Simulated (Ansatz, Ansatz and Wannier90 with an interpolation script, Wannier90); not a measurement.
## CsCdCl3 (Pm-3m): quasiparticle bands by Wannier interpolation

Wanted: quasiparticle gap and band widths of CsCdCl3 (Pm-3m) over the whole zone.

Calculated with Ansatz 0.2.0; LDA, Wannier functions and G0W0, plane waves, PAW.

The database entry behind the starting cell is an old determination (1928), so it need not match the best structure at ambient conditions.

### 1. Starting point

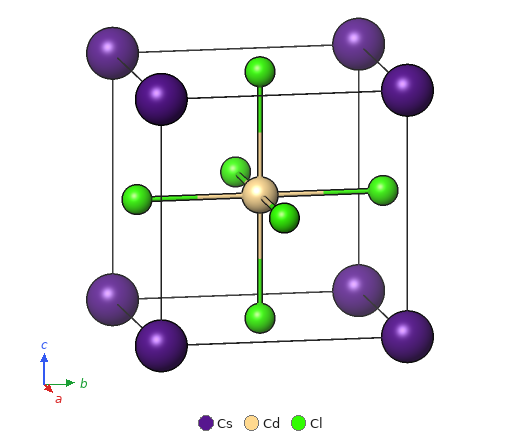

The starting structure, seen slightly off an axis (caesium purple, cadmium orange, chlorine green). Some periodic images of atoms are drawn too.

The cell and positions come from the Crystallography Open Database and are kept as given unless a step says otherwise. Spin-orbit coupling is left out unless a step names it. The default PAW set here is soft_2. Its files were made with PBE.

### 2. LDA bands

Levels along a band path, at the cheap level, show where the edges lie and whether the meshes to come will hold them.

This step: DFT, LDA, plane waves, PAW.

The input, input.yaml:

```yaml
crystal:
  lattice:
    - [5.2, 0.0, 0.0]
    - [0.0, 5.2, 0.0]
    - [0.0, 0.0, 5.2]
  atoms:
    - { symbol: Cs, position: [0.0, 0.0, 0.0] }
    - { symbol: Cd, position: [0.5, 0.5, 0.5] }
    - { symbol: Cl, position: [0.0, 0.5, 0.5] }
    - { symbol: Cl, position: [0.5, 0.0, 0.5] }
    - { symbol: Cl, position: [0.5, 0.5, 0.0] }
kpoints:
  mp_grid: { grid: [4, 4, 4] }
  band_path:
    path:
      - [[0.0, 0.0, 0.0], [0.0, 0.5, 0.0], [0.5, 0.5, 0.0], [0.0, 0.0, 0.0], [0.5, 0.5, 0.5], [0.0, 0.5, 0.0]]
      - [[0.5, 0.5, 0.5], [0.5, 0.5, 0.0]]
    npoints: 10
hamiltonian:
  xc: lda
scf:
  occupations: { method: fermi_dirac, width: 0.02 }
  n_extra_bands: 74
output:
  eigenvalues: true
  forces: true
  stress: true
  fatbands: true
  write_density: true
  write_potential: true
  elf: true
  volumetric_format: npy
```

On the command line:

```console
ansatz run input.yaml --threads 4 --pin off --max-ram 18432MiB --backend cpu --events-out ev --progress --plain --runs-dir out
```

Numbers of over 12 decimals in the logs are rounded to 6 here.

What it wrote:

```text
scf.n_extra_bands = 74 over 25 filled bands (N_el = 50.0): the run solves 99 bands
Engine: ansatz 0.2.0, aarch64-unknown-linux-gnu
Pseudopotentials: kind: paw
Pseudopotential: Cs, paw, valence charge 9, recommended cutoff 420 eV (normal), Cs.paw.azcp
Pseudopotential: Cd, paw, valence charge 20, recommended cutoff 420 eV (normal), Cd.paw.azcp
Pseudopotential: Cl, paw, valence charge 7, recommended cutoff 420 eV (normal), Cl.paw.azcp
Functional definition: SPW92
  exchange = slater_x
  correlation = pw_c
Crystal: 5 atoms, lattice volume = 140.608 Å³
Basis set: ecut = 420 eV, 2777 PW (Γ)
Bands: 99, of which v1, the nominal top of the filled ones, is band 25 counted from 1 (24 counted from 0)
Symmetry: 48 space group operations
Space group: Pm-3m (ITA 221), of the structure as read, at distance tolerance 5.2e-5 Å
k-points: 10 of 64
Non-local potential: Cs, projectors of the file, l = 0: 3, l = 1: 2, l = 2: 2, l = 3: 2
Non-local potential: Cd, projectors of the file, l = 0: 3, l = 1: 2, l = 2: 2, l = 3: 1
Non-local potential: Cl, projectors of the file, l = 0: 2, l = 1: 2, l = 2: 2
PAW form: soft (Blöchl's): semilocal exchange-correlation on the pseudo side does not see the compensation charge
PAW frozen core: Cs, regenerated for the run's functional, and the local potential with it (the file was generated under x = pbe(κ = 0.804, μ = 0.219515), c = pbe(β = 0.066725))
PAW frozen core: Cd, regenerated for the run's functional, and the local potential with it (the file was generated under x = pbe(κ = 0.804, μ = 0.219515), c = pbe(β = 0.066725))
PAW frozen core: Cl, regenerated for the run's functional, and the local potential with it (the file was generated under x = pbe(κ = 0.804, μ = 0.219515), c = pbe(β = 0.066725))
PAW one-centre angular grid: Cs, 194 points (default); XC on 64 Gauss nodes
PAW one-centre angular grid: Cd, 590 points (default); XC on 64 Gauss nodes
PAW one-centre angular grid: Cl, 110 points (default); XC on 64 Gauss nodes
Initial density: superposition of atomic densities (neutral atoms: chi_scale 0, normalization atom), corrected by the library's trained network
Initial wavefunctions: pseudopotential atomic-orbital guess
Functional: x = slater, c = lda
SCF iter   1: F=—  HF=-16762.450694 eV  |F-HF|=—  |Δ(HF+E_count)|=         —  Δρ=7.42e-3  dr2=7.35e-2  ethr=1.77e-3  ⟨swp⟩=5.1  Hψ=4997  notcnv=0  defer=271
preconditioner: auto → Resta (q_TF=auto, 2.296 Å⁻¹)  ε∞=1.6  [insulator: Δε(μ)=1.389 eV  Ē_g=25.637 eV  σ=0.020 eV  W_gap=1.00  n_scr=26 (ndim 8)  ℏωp=20.3 eV  f_vac=0.041  D(μ)=0.00/eV (n_scr^D=0)  ε∞_Penn≈1.6]
SCF iter   2: F=—  HF=-16762.428100 eV  |F-HF|=—  |Δ(HF+E_count)|=   2.26e-2  Δρ=2.88e-3  dr2=6.93e-3  ethr=1.47e-4  ⟨swp⟩=2.0  Hψ=1197  notcnv=0  defer=623
SCF iter   3: F=—  HF=-16762.426328 eV  |F-HF|=—  |Δ(HF+E_count)|=   1.77e-3  Δρ=9.10e-4  dr2=6.97e-4  ethr=1.39e-5  ⟨swp⟩=2.0  Hψ=331  notcnv=0  defer=665
SCF iter   4: F=—  HF=-16762.426195 eV  |F-HF|=—  |Δ(HF+E_count)|=   1.34e-4  Δρ=1.15e-4  dr2=1.22e-5  ethr=1.39e-6  ⟨swp⟩=2.6  Hψ=523  notcnv=0  defer=665
SCF iter   5: F=—  HF=-16762.426182 eV  |F-HF|=—  |Δ(HF+E_count)|=   1.28e-5  Δρ=3.16e-5  dr2=1.36e-6  ethr=2.45e-8  ⟨swp⟩=2.0  Hψ=533  notcnv=0  defer=665
SCF iter   6: F=-16762.426182 eV  HF=-16762.426182 eV  |F-HF|=6.39e-9  |Δ(HF+E_count)|=   2.64e-7  Δρ=6.46e-6  dr2=7.86e-8  ethr=2.00e-10  ⟨swp⟩=16.4  Hψ=8003  notcnv=0
SCF 1 converged in 6 iterations: F = -16762.426182 eV  dr2 = 7.86e-8
[...]
NSCF: frozen V_eff on 62 k-points
SCF converged after 6 iterations
Free energy (F): -16762.426182 eV
Harris-Foulkes:  -16762.426182 eV  (|F-HF|=6.39e-9)
Internal energy: -16762.426182 eV  (E = F + TS)
E sigma→0 (E₀):  -16762.426182 eV
Fermi energy:    4.473819 eV
--- Per-component energies (eV) ---
  E_band       = -629.880993
  E_kinetic    = 1130.386119
  E_local      = -5640.934649  (includes V_loc(G=0)·N_el)
  E_nonlocal   = 165.995367
  E_hartree    = 2493.987894
  E_xc         = -665.458337
  E_vxc        = -711.576076  (∫ρ·V_xc dr)
  E_paw        = -10727.634100  (= ΣΔE_a)
  E_vpaw       = -561.731993  (= ΣTr[D̂ρ^β])
  E_aug_tail   = 0.000305  (compensation charges beyond the density's cutoff)
  E_ewald      = -3520.377381
  E_core_change = 1.608600  (= ΣΔE_core)
  E_smearing   = -0.000000  (= −TS)
  E_closure    = 0.000000  (closes the sum)
  Σ components = -16762.426182   (vs F -16762.426182, Δ=0.00e0)
--- Forces (eV/Å), atoms counted from 1 ---
  atom   1  Cs    -0.00000000    -0.00000000     0.00000000
  atom   2  Cd     0.00000000    -0.00000000    -0.00000000
  atom   3  Cl     0.00000000    -0.00000000    -0.00000000
  atom   4  Cl    -0.00000000    -0.00000000    -0.00000000
  atom   5  Cl     0.00000000     0.00000000     0.00000000
  max |Σ_I F_I| component: 5.34e-29 eV/Å
--- Stress (GPa, compression-positive) ---
       -1.903373       0.000000       0.000000
        0.000000      -1.903373       0.000000
        0.000000       0.000000      -1.903373
  P = ⅓ Tr σ = -1.9034 GPa (-19.034 kbar)
--- Band table (eV; the first three rows and the last of 10) ---
  k-point 0: bands = [... 21 lower, 2.7812, 3.1107, 3.1107, 3.1107, 5.2075, 9.2589, 9.5908, 9.5908, ... 70 higher]
  k-point 1: bands = [... 21 lower, 2.7431, 2.7431, 3.0125, 3.0125, 6.4043, 9.9278, 10.1751, 10.2588, ... 70 higher]
  k-point 2: bands = [... 21 lower, 2.7887, 2.7887, 2.8412, 2.8412, 7.9504, 10.6177, 10.9256, 11.4345, ... 70 higher]
  k-point 9: bands = [... 21 lower, 3.4250, 3.4250, 3.6969, 3.6969, 9.3457, 9.3457, 9.3457, 10.9459, ... 70 higher]
```

The job ended after 13 s (4 threads of Arm Neoverse V1, shared host; peak memory 0.8 GiB; 52 s of CPU time).

Numbers from this step:

| Property | Result |
| --- | --- |
| pressure | -1.903 GPa |
| filled bands | 25 |
| gap | 1.511 eV |
| valence top at | R |
| conduction bottom at | Γ |
| least direct gap | 2.097 eV |

The gap is indirect, with the least direct gap 0.59 eV higher.

Electronic bands along the path, in eV, zero at the top of the highest nominally filled band:

| point | band 22 | band 23 | band 24 | band 25 | band 26 | band 27 | band 28 | band 29 |
| --- | --- | --- | --- | --- | --- | --- | --- | --- |
| Γ | -0.92 | -0.59 | -0.59 | -0.59 | 1.51 | 5.56 | 5.89 | 5.89 |
| X | -0.91 | -0.91 | -0.86 | -0.86 | 4.25 | 6.92 | 7.23 | 7.74 |
| M | -1.07 | -1.07 | -0.29 | -0.01 | 6.04 | 7.02 | 7.02 | 7.66 |
| Γ | -0.92 | -0.59 | -0.59 | -0.59 | 1.51 | 5.56 | 5.89 | 5.89 |
| R | -0.27 | -0.27 | 0.00 | 0.00 | 5.65 | 5.65 | 5.65 | 7.25 |
| X | -0.91 | -0.91 | -0.86 | -0.86 | 4.25 | 6.92 | 7.23 | 7.74 |
| jump to R | -0.27 | -0.27 | 0.00 | 0.00 | 5.65 | 5.65 | 5.65 | 7.25 |
| M | -1.07 | -1.07 | -0.29 | -0.01 | 6.04 | 7.02 | 7.02 | 7.66 |

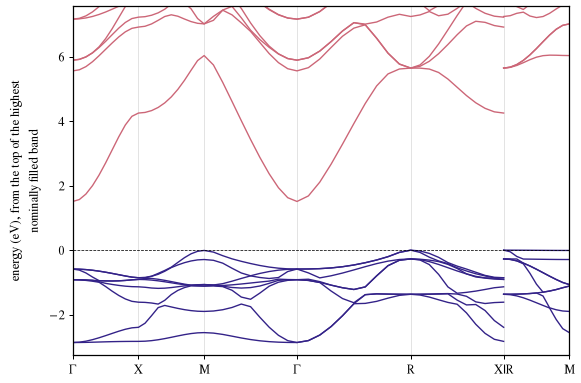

Electronic bands along the path; lines of filled and empty bands in two colours.

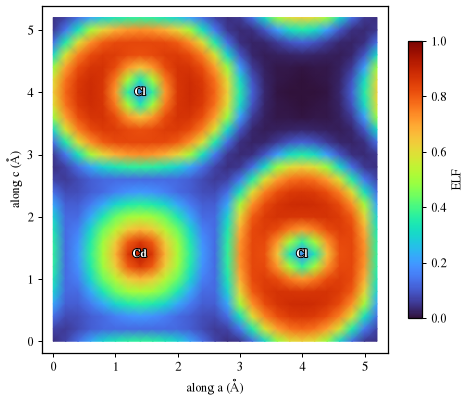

ELF in the ac plane at fractional y = 0.500, with atoms of Cd and Cl within 0.2 Å of it. It is the smooth field of the valence electrons, not physical close to the nuclei. The map starts off the cell's origin, so that atoms lie inside it.

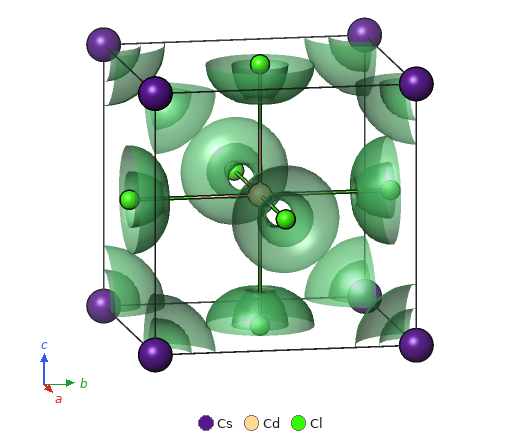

Surface of ELF = 0.84.

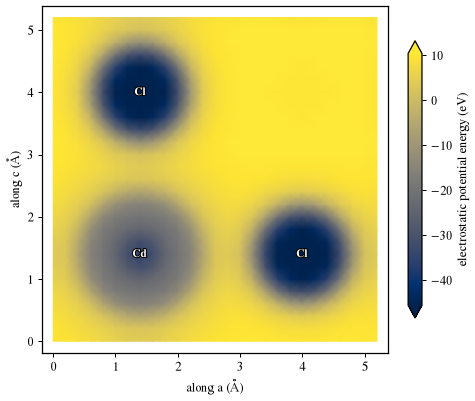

Electrostatic potential energy in the ac plane at fractional y = 0.500, with atoms of Cd and Cl within 0.2 Å of it. With pseudopotentials it is smooth inside the atoms' cores, unlike the true potential. The map starts off the cell's origin, so that atoms lie inside it.

### 3. Overlaps and projections on 8×8×8

This step: overlaps and projections of LDA states for Wannier90, plane waves, PAW.

input.yaml, the sections that differ from step 2:

```yaml
kpoints:
  mp_grid: { grid: [4, 4, 4] }
scf:
  occupations: { method: fixed }
  n_extra_bands: 74
output:
  wannier:
    kmesh: [8, 8, 8]
    projections: [{ species: Cd, l: s, shell: 5 }, { species: Cl, l: p, shell: 3 }]
    minimise: false
    seedname: w
    disentanglement: { window: [-1.62, 12.17], frozen_window: [-1.62, 5.71] }
# crystal, hamiltonian: as in step 2
```

What it wrote:

```text
[...]
Crystal: 5 atoms, lattice volume = 140.608 Å³
Basis set: ecut = 420 eV, 2777 PW (Γ)
Bands: 99, of which v1, the nominal top of the filled ones, is band 25 counted from 1 (24 counted from 0)
Symmetry: 48 space group operations
[...]
k-points: 10 of 64
[...]
--- Band table (eV; the first three rows and the last of 10) ---
  k-point 0: bands = [... 21 lower, 2.7812, 3.1106, 3.1106, 3.1106, 5.2076, 9.2589, 9.5908, 9.5908, ... 70 higher]
  k-point 1: bands = [... 21 lower, 2.7430, 2.7430, 3.0125, 3.0125, 6.4044, 9.9278, 10.1751, 10.2588, ... 70 higher]
  k-point 2: bands = [... 21 lower, 2.7886, 2.7886, 2.8411, 2.8411, 7.9504, 10.6177, 10.9256, 11.4345, ... 70 higher]
  k-point 9: bands = [... 21 lower, 3.4249, 3.4249, 3.6969, 3.6969, 9.3457, 9.3457, 9.3457, 10.9459, ... 70 higher]
[key lines of the parts left out:]
SCF converged after 6 iterations
Free energy (F): -16762.426182 eV
Fermi energy:    3.696862 eV
```

Wall time 27 s (4 threads); peak memory 2.7 GiB.

(Continued in part 2 of 3.)

[Paths, hosts, dates, memory and timing lines, banners, echoed tables and standing remarks are left out of the program output.]

[Logs are printed without paths, hosts, clocks, repeated set-up lines and the standing remarks that a program may print on its own settings, such as how far it seeks lower states.]

[Runs of the session that timed out or met a known fault of the program may be left out.]

[Hosts, paths, dates, database ids (printed as entryN), source tags and the programs' standing remarks are cut or masked in the printed files.]
